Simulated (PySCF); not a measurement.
# HfNCl: singlet, from a bent start

Aim: relax HfNCl as a singlet from a bent start, check by its vibrations whether the end is a minimum, and collect its spectrum and constants.

Program: PySCF 2.14.0. Level of theory: PBE0, basis Hf def2-TZVP with ECP60, N def2-TZVP, Cl def2-TZVP, scalar-relativistic core potentials, no spin–orbit coupling, density fitting. These are calculated values, not measurements.

**1. The system as given**

3 atoms, charge 0, spin multiplicity 1.

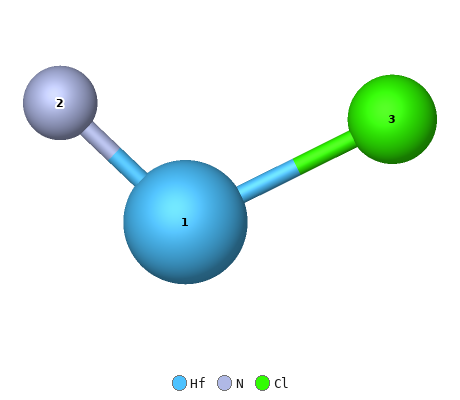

The starting geometry (hafnium blue, nitrogen light blue, chlorine green); atoms are numbered from 1 in the order of the file.

```xyz
3
charge 0 multiplicity 1
Hf    0.0000    0.0000    0.0000
N    -1.5400    0.0000    1.0783
Cl    2.0561    0.0000    1.4397
```

**2. First SCF at the start**

One driver script runs all steps and calls PySCF; scf.py shows how it sets up the SCF of each step. The optimiser is the driver's own. After this first run the driver tries any further starts and a stability analysis.

File scf.py:

```python
from pyscf import gto, scf, dft
mol = gto.M(atom='''
Hf     0.000000     0.000000     0.000000
N     -1.540000     0.000000     1.078300
Cl     2.056100     0.000000     1.439700''',
    basis={'Hf': 'def2-TZVP', 'N': 'def2-TZVP', 'Cl': 'def2-TZVP'},
    ecp={'Hf': 'def2-TZVP'},
    charge=0, spin=0)
mf = dft.RKS(mol, xc='PBE0')
mf.grids.atom_grid = (50, 194)
aux = {'Hf': 'def2-universal-JKFIT', 'N': 'def2-universal-JKFIT', 'Cl': 'def2-universal-JKFIT'}
mf = mf.density_fit(auxbasis=aux)
mf.conv_tol = 1e-08
mf.diis_space = 10
mf.max_cycle = 60
mf.init_guess = 'minao'
mf.verbose = 4
mf.kernel()
```

Started as:

```
$ OMP_NUM_THREADS=2 python axn.py task.json out
```

Further steps of the session: Bent start, singlet: relaxation; Frequencies.

**Question.** What will these runs give? Wanted: minimum; geometry; wavenumbers; dipole moment; highest occupied, lowest empty level; polar-tensor charge of Hf1; zero-point energy; atomisation energy.

As calculated:

| quantity | value |
| --- | --- |
| minimum | singlet, Cs |
| geometry | Hf–Cl 2.380 Å, Hf–N 1.725 Å; Cl–Hf–N 108.8° |
| wavenumbers (cm⁻¹) | 189 (a'), 353 (a'), 971 (a') |
| dipole moment | 7.27 D |
| highest occupied, lowest empty level | -6.06, -3.32 eV |
| polar-tensor charge of Hf1 | +1.31 e |
| zero-point energy | 9.0 kJ/mol |
| entropy at 298.15 K | 298.1 J/(mol K) |
| atomisation energy (no zero-point energy) | 930 kJ/mol |

**Reading.** The molecule stays Cs, as typed, and the end point is a minimum. The strongest infrared band lies at 971 cm⁻¹ (a', stretch). With 7.3 D the molecule is strongly polar. Only this shape and spin were tried, so other structures or states may lie lower. With an element this heavy the missing spin–orbit coupling can shift these numbers.
